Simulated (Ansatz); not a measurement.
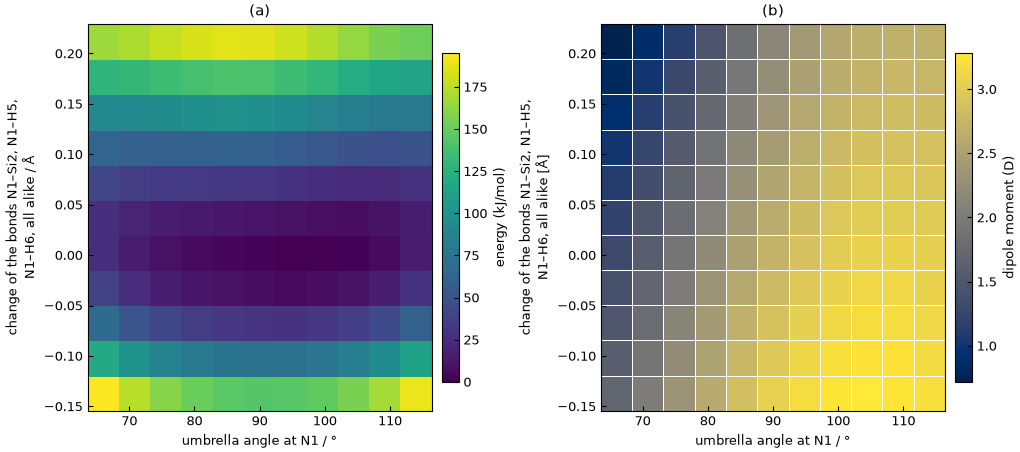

Cl2H2NSi, SMILES N[Si](Cl)Cl, spin multiplicity 2. The first coordinate is: umbrella angle at N1 (between each of its bonds and their common axis; 90 is planar); the second: change of the bonds N1–Si2, N1–H5, N1–H6, all alike. Nothing is relaxed (all other coordinates rigid). Grid: 11 × 11 points. Points are written as (first, second). Energies are in kJ/mol, from the lowest grid point. Method: UKS PBE0-D4/def2-SVP (Ansatz 0.2.0).

Panel (a) is the energy and panel (b) the computed dipole moment on the same grid.

Drawn: one coloured cell a grid point.

Q: How does the dipole moment vary over the map, and what is it at the lowest grid point?

A: Leaving out the highest fifth of the energies, it runs from 0.81 D at (66.0°, 0.177 Å) to 3.23 D at (104.4°, −0.102 Å). At the lowest grid point, (99.6°, 0.002 Å), it is 3.01 D.

```csv
"second ↓, first →",66.0,70.8,75.6,80.4,85.2,90.0,94.8,99.6,104.4,109.2,114.0
0.212,0.72,0.87,1.13,1.46,1.82,2.15,2.39,2.56,2.65,2.68,2.69
0.177,0.81,1.00,1.27,1.60,1.94,2.25,2.48,2.63,2.72,2.76,2.75
0.142,0.91,1.13,1.41,1.74,2.06,2.34,2.56,2.71,2.79,2.82,2.82
0.107,1.00,1.25,1.54,1.86,2.17,2.44,2.65,2.79,2.87,2.89,2.88
0.072,1.10,1.37,1.67,1.98,2.28,2.54,2.73,2.86,2.93,2.95,2.93
0.037,1.20,1.49,1.79,2.10,2.39,2.63,2.81,2.94,3.00,3.01,2.98
0.002,1.30,1.60,1.91,2.21,2.49,2.72,2.89,3.01,3.06,3.07,3.03
−0.032,1.40,1.70,2.01,2.31,2.58,2.80,2.97,3.07,3.12,3.12,3.08
−0.067,1.50,1.81,2.12,2.41,2.67,2.89,3.04,3.14,3.18,3.17,3.12
−0.102,1.59,1.91,2.22,2.51,2.76,2.97,3.11,3.20,3.23,3.22,3.16
−0.137,1.69,2.01,2.32,2.60,2.85,3.05,3.18,3.26,3.28,3.26,3.20
```
